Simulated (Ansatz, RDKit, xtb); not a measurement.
# Isomers of C3H6O2Si, a sample narrowed down, part 2 of 2

A sample of isomers of C3H6O2Si is drawn. Aim: find which of them has the lowest free energy at 298.15 K, then its properties. The sample is small against all isomers, and the most stable one of this formula need not be in it.

xtb, Ansatz and PySCF; isolated molecules.

### Step 7. Harmonic analysis of the finalists

The lowest few in one piece go on as finalists. In this search the thermal terms come from GFN2-xTB at its own nearest minimum. The first, c702a:

File start.xyz:

```xyz
12
c702a
C      1.449986    -3.024384    -1.413868
C      0.531976    -1.878179    -1.126007
C     -0.925697    -2.185666    -1.133831
O      2.452709    -2.918088    -2.075711
O     -0.239405    -2.064877     0.082273
Si     1.178293    -0.124937    -1.491956
H      1.134372    -3.996265    -0.950548
H      2.420679     0.121082    -0.713719
H      0.107508     0.817390    -1.062552
H      1.433951     0.039373    -2.947838
H     -1.260266    -3.198636    -1.398656
H     -1.627329    -1.378855    -1.385137
```

Run with:

```
$ xtb start.xyz --gfn 2 --ohess tight
```

Output, shortened:

```text
* xtb version 6.7.1
[...]
          :  # basis functions                  36          :
[...]
          :  # electrons                        34          :
[...]
          :  Hamiltonian                  GFN2-xTB          :
[...]
          :  net charge                          0          :
          :  unpaired electrons                  0          :
[...]
   *** convergence criteria satisfied after 12 iterations ***
[...]
   *** GEOMETRY OPTIMIZATION CONVERGED AFTER 18 ITERATIONS ***
[...]
   *** convergence criteria satisfied after 3 iterations ***
[...]
         ::                     SUMMARY                     ::
         :::::::::::::::::::::::::::::::::::::::::::::::::::::
         :: total energy             -19.289715886181 Eh    ::
         :: gradient norm              0.000086612465 Eh/a0 ::
         :: HOMO-LUMO gap              3.270156134178 eV    ::
         ::.................................................::
         :: SCC energy               -19.472288535814 Eh    ::
         :: -> isotropic ES            0.050566872731 Eh    ::
         :: -> anisotropic ES          0.002272795376 Eh    ::
         :: -> anisotropic XC         -0.000691143580 Eh    ::
         :: -> dispersion             -0.007739749943 Eh    ::
         :: repulsion energy           0.182572649633 Eh    ::
         :: add. restraining           0.000000000000 Eh    ::
         :: total charge               0.000000000000 e     ::
         :::::::::::::::::::::::::::::::::::::::::::::::::::::
[...]
        17        2.0000           -0.4017613             -10.9325 (HOMO)
        18                         -0.2815851              -7.6623 (LUMO)
[...]
molecular dipole:
                 x           y           z       tot (Debye)
 q only:       -0.506       0.760      -0.393
   full:       -0.779       0.267      -0.192       2.148
molecular quadrupole (traceless):
[...]
          | TOTAL ENERGY              -19.289715886183 Eh   |
          | TOTAL ENTHALPY            -19.202496987210 Eh   |
          | TOTAL FREE ENERGY         -19.242923377542 Eh   |
          | GRADIENT NORM               0.000086358829 Eh/α |
[...]
```

It took 0.22 s on 2 threads of Arm Neoverse V2, shared host.

### Step 8. Thermal terms of the finalists

As xtb prints them, at 298.15 K, with its own treatment of low modes:

```tsv
label	SMILES	spin	lowest mode (cm⁻¹)	zero-point (kcal/mol)	G − E (kcal/mol)
c702a	O=C[C@@]1([SiH3])CO1	singlet	90	49.4	29.4
c187a	O=C[C@@H]1O[C@H]1[SiH3]	singlet	73	49.4	29.3
c204a	O=C[C@@H]1O[C@@H]1[SiH3]	singlet	79	49.5	29.5
```

### Step 9. Last filter: a higher level

Single points at CCSD(T)/def2-SVP + MP2/def2-TZVPP - MP2/def2-SVP on the refined geometries decide the order.

c702a, CCSD(T)/def2-SVP:

File input.yaml:

```yaml
crystal:
  periodic: [false, false, false]
  atoms:
    - symbol: C
      position_ang: [1.449986, -3.024384, -1.413868]
    - symbol: C
      position_ang: [0.531976, -1.878179, -1.126007]
    - symbol: C
      position_ang: [-0.925697, -2.185666, -1.133831]
    - symbol: O
      position_ang: [2.452709, -2.918088, -2.075711]
    - symbol: O
      position_ang: [-0.239405, -2.064877, 0.082273]
    - symbol: Si
      position_ang: [1.178293, -0.124937, -1.491956]
    - symbol: H
      position_ang: [1.134372, -3.996265, -0.950548]
    - symbol: H
      position_ang: [2.420679, 0.121082, -0.713719]
    - symbol: H
      position_ang: [0.107508, 0.817390, -1.062552]
    - symbol: H
      position_ang: [1.433951, 0.039373, -2.947838]
    - symbol: H
      position_ang: [-1.260266, -3.198636, -1.398656]
    - symbol: H
      position_ang: [-1.627329, -1.378855, -1.385137]
basis:
  gaussian:
    orbitals: def2-SVP
correlation:
  method: ccsd_t
  frozen_orbitals: {C: 1, O: 1, Si: 5, H: 0}
```

Run with:

```
$ ansatz run input.yaml --threads 2 --pin off --max-ram 5220MiB --events-out events.jsonl --progress --plain --runs-dir runs
```

Output, shortened:

```text
Warning: RAYON_NUM_THREADS=2 ignored (pool sized by the plan → 2); use --threads N
Functional definition: HF
  name "HF"
[...]
1170 factors; integrals over basis functions are off by at most 1.2e-3 eV
[...]
mean field -15112.90531743 eV, -555.3890265205 hartree, gradient 1.7e-6 eV, S^2 0.000000; 0 other end points of the search recorded, 0 dependent functions left out
10 core orbitals not correlated: weight in the atoms' cores, before any rotation towards them, 1.000 or more for the frozen orbitals, at most 0.000 for the correlated occupied ones
reference -15112.90531743 eV, -555.3890265205 hartree; 17, 17 occupied and 91, 91 virtual orbitals, 1170 factors
second order -23.43290357 eV of doubles, -0.00000000 eV of singles
cycle   1  -23.82383225 eV  change   -3.9e-1 eV  update   1.3e-1
[...]
cycle  10  -24.73912599 eV  change   -9.6e-6 eV  update   1.4e-5
perturbative correction -0.82792503 eV, -0.0304256838 hartree
Total energy: -15138.47236845 eV, -556.3285983156 hartree
```

It took 19 s on 2 threads of Arm Neoverse V2, shared host; peak memory 0.66 GiB.

### Step 10. c702a at MP2/def2-TZVPP

File input.yaml:

```yaml
crystal:
  periodic: [false, false, false]
  atoms:
    - {symbol: C, position_ang: [1.449986, -3.024384, -1.413868]}
    - {symbol: C, position_ang: [0.531976, -1.878179, -1.126007]}
    - {symbol: C, position_ang: [-0.925697, -2.185666, -1.133831]}
    - {symbol: O, position_ang: [2.452709, -2.918088, -2.075711]}
    - {symbol: O, position_ang: [-0.239405, -2.064877, 0.082273]}
    - {symbol: Si, position_ang: [1.178293, -0.124937, -1.491956]}
    - {symbol: H, position_ang: [1.134372, -3.996265, -0.950548]}
    - {symbol: H, position_ang: [2.420679, 0.121082, -0.713719]}
    - {symbol: H, position_ang: [0.107508, 0.817390, -1.062552]}
    - {symbol: H, position_ang: [1.433951, 0.039373, -2.947838]}
    - {symbol: H, position_ang: [-1.260266, -3.198636, -1.398656]}
    - {symbol: H, position_ang: [-1.627329, -1.378855, -1.385137]}
basis:
  gaussian: {orbitals: def2-TZVPP}
correlation: {method: mp2, frozen_orbitals: {C: 1, O: 1, Si: 5, H: 0}}
```

Run with:

```
$ ansatz run input.yaml --threads 2 --pin off --max-ram 5220MiB --events-out events.jsonl --progress --plain --runs-dir runs
```

Output:

```text
Warning: RAYON_NUM_THREADS=2 ignored (pool sized by the plan → 2); use --threads N
Functional definition: HF
  name "HF"
  exchange = exact_x
  correlation = 0
1697 factors; integrals over basis functions are off by at most 8.8e-4 eV
mean field evaluation 1: about -15119.5984 eV, gradient 4.1e1 eV
mean field evaluation 2: about -15119.9770 eV, gradient 4.1e1 eV
mean field evaluation 4: about -15124.1276 eV, gradient 5.5e0 eV
mean field evaluation 8: about -15124.2443 eV, gradient 5.0e-1 eV
mean field evaluation 16: about -15124.2464 eV, gradient 2.1e-6 eV
mean field -15124.24643721 eV, -555.8058049852 hartree, gradient 2.1e-6 eV, S^2 0.000000; 0 other end points of the search recorded, 0 dependent functions left out
10 core orbitals not correlated: weight in the atoms' cores, before any rotation towards them, 1.000 or more for the frozen orbitals, at most 0.000 for the correlated occupied ones
reference -15124.24643721 eV, -555.8058049852 hartree; 17, 17 occupied and 254, 254 virtual orbitals, 1697 factors
second order -29.13836904 eV of doubles, -0.00000000 eV of singles
Total energy: -15153.38480625 eV, -556.8766202966 hartree
```

Run time: 9.3 s. Hardware: 2 threads of Arm Neoverse V2, shared host; peak memory 0.79 GiB.

### Step 11. c187a at CCSD(T)/def2-SVP

File input.yaml:

```yaml
crystal:
  periodic: [false, false, false]
  atoms:
    - symbol: C
      position_ang: [-0.537362, -3.478254, -0.583117]
    - symbol: C
      position_ang: [-0.221356, -2.278537, -1.418758]
    - symbol: C
      position_ang: [1.150126, -1.706888, -1.325617]
    - symbol: O
      position_ang: [-1.564686, -3.619755, 0.028086]
    - symbol: O
      position_ang: [0.735331, -2.497183, -2.442664]
    - symbol: Si
      position_ang: [1.457476, 0.130997, -1.671976]
    - symbol: H
      position_ang: [0.286697, -4.240618, -0.572704]
    - symbol: H
      position_ang: [-1.074077, -1.630285, -1.659984]
    - symbol: H
      position_ang: [1.849020, -2.230165, -0.652293]
    - symbol: H
      position_ang: [2.732557, 0.283300, -2.425863]
    - symbol: H
      position_ang: [1.553148, 0.866770, -0.378919]
    - symbol: H
      position_ang: [0.319291, 0.648019, -2.479126]
basis:
  gaussian:
    orbitals: def2-SVP
total_charge: 0
correlation:
  method: ccsd_t
  frozen_orbitals: {C: 1, O: 1, Si: 5, H: 0}
```

Run with:

```
$ ansatz run input.yaml --threads 2 --pin off --max-ram 5220MiB --events-out events.jsonl --progress --plain --runs-dir runs
```

Output, shortened:

```text
Warning: RAYON_NUM_THREADS=2 ignored (pool sized by the plan → 2); use --threads N
Functional definition: HF
  name "HF"
[...]
1168 factors; integrals over basis functions are off by at most 1.2e-3 eV
[...]
mean field -15112.84902937 eV, -555.3869579723 hartree, gradient 2.1e-6 eV, S^2 0.000000; 0 other end points of the search recorded, 0 dependent functions left out
10 core orbitals not correlated: weight in the atoms' cores, before any rotation towards them, 1.000 or more for the frozen orbitals, at most 0.000 for the correlated occupied ones
reference -15112.84902937 eV, -555.3869579723 hartree; 17, 17 occupied and 91, 91 virtual orbitals, 1168 factors
second order -23.38678279 eV of doubles, -0.00000000 eV of singles
cycle   1  -23.80127018 eV  change   -4.1e-1 eV  update   1.3e-1
[...]
cycle  10  -24.70900338 eV  change   -5.1e-6 eV  update   2.4e-5
perturbative correction -0.81881763 eV, -0.0300909928 hartree
Total energy: -15138.37685038 eV, -556.3250880910 hartree
```

It took 19 s on 2 threads of Arm Neoverse V2, shared host; peak memory 0.66 GiB.

### Step 12. The ranking

Energies in kcal/mol from c702a; G adds the thermal terms to the CCSD(T)/def2-SVP + MP2/def2-TZVPP - MP2/def2-SVP energy. The columns left of the relaxed level are at the tight-binding geometries.

```tsv
label	SMILES	spin	GFN2-xTB	HF/STO-3G	r2SCAN-D4/def2-SVP	B3LYP-D3(BJ)/def2-SVP	HF/def2-SVP	MP2/def2-SVP	CCSD(T)/def2-SVP + MP2/def2-TZVPP - MP2/def2-SVP	G	share at equilibrium	T1
c702a	O=C[C@@]1([SiH3])CO1	singlet	0.0	0.0	0.0	0.0	0.0	0.0	0.0	0.0	89.1 %	0.015
c187a	O=C[C@@H]1O[C@H]1[SiH3]	singlet	2.1	-0.2	2.0	1.9	1.3	2.4	1.3	1.3	10.6 %	0.014
c204a	O=C[C@@H]1O[C@@H]1[SiH3]	singlet	3.0	1.3	4.2	3.5	3.4	4.5	3.2	3.4	0.3 %	0.014
```

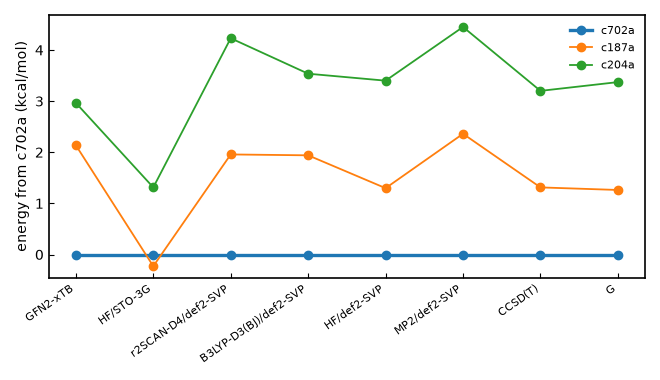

The finalists at each level, measured from c702a.

Lowest found: c702a, `O=C[C@@]1([SiH3])CO1`, a singlet. Bond lengths: C1–C2 1.496 Å, C2–C3 1.490 Å, C1–O4 1.206 Å, C2–O5 1.446 Å, C3–O5 1.402 Å, C2–Si6 1.904 Å, C1–H7 1.122 Å, Si6–H8 1.487 Å, Si6–H9 1.490 Å, Si6–H10 1.487 Å, C3–H11 1.099 Å, C3–H12 1.098 Å. Some angles: C1–C2–C3 116.2°, C1–C2–O5 112.9°, C1–C2–Si6 117.4°, C3–C2–O5 57.0°, C3–C2–Si6 121.4°, O5–C2–Si6 117.4°, C2–C1–O4 123.2°, C2–C3–O5 59.9°, C2–O5–C3 63.1°, C2–C1–H7 114.3°.

```xyz
12

C     1.4500   -3.0244   -1.4139
C     0.5320   -1.8782   -1.1260
C    -0.9257   -2.1857   -1.1338
O     2.4527   -2.9181   -2.0757
O    -0.2394   -2.0649    0.0823
Si    1.1783   -0.1249   -1.4920
H     1.1344   -3.9963   -0.9505
H     2.4207    0.1211   -0.7137
H     0.1075    0.8174   -1.0626
H     1.4340    0.0394   -2.9478
H    -1.2603   -3.1986   -1.3987
H    -1.6273   -1.3789   -1.3851
```

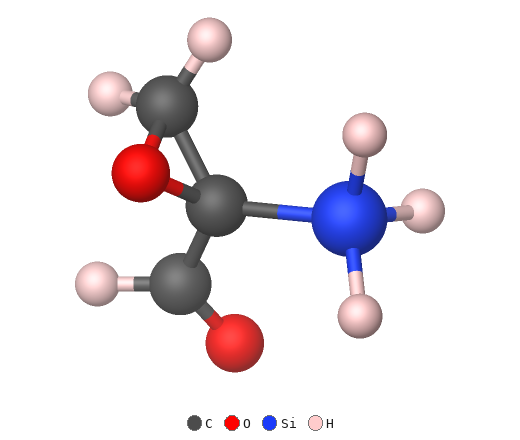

The lowest structure found, seen from a chosen angle (carbon dark grey, oxygen red, silicon blue, hydrogen pink).

### Step 13. Summary of results

The summary covers parts 1 to 2.

| quantity | value |
| --- | --- |
| lowest structure found | O=C[C@@]1([SiH3])CO1, singlet |
| next finalist | O=C[C@@H]1O[C@H]1[SiH3], singlet, 1.3 kcal/mol higher in G |
| share at equilibrium, among the finalists | 89.1 % |
| funnel | 3 starts, 3 minima at GFN2-xTB, 5 screening runs, 3 relaxed, 3 ranked |
| CPU time of all runs | 7.1 min |

**Reading.** The search ends on `O=C[C@@]1([SiH3])CO1`. Its margin of 1.3 kcal/mol is inside the likely error of CCSD(T)/def2-SVP + MP2/def2-TZVPP - MP2/def2-SVP with harmonic terms (about 1.5 kcal/mol), so the order of the first two is not settled. GFN2-xTB, r2SCAN-D4/def2-SVP, B3LYP-D3(BJ)/def2-SVP, HF/def2-SVP and MP2/def2-SVP already put its bonding pattern lowest among the structures in one piece; HF/STO-3G favours the singlet O=C[C@@H]1O[C@H]1[SiH3]. The largest share of the time went into the relaxations (52 %). Lowest found is not proven lowest: the search is finite, and each finalist counts with one conformer. Only 3 drawn patterns were tried, so whole families of isomers are missing, and the result ranks this sample alone.
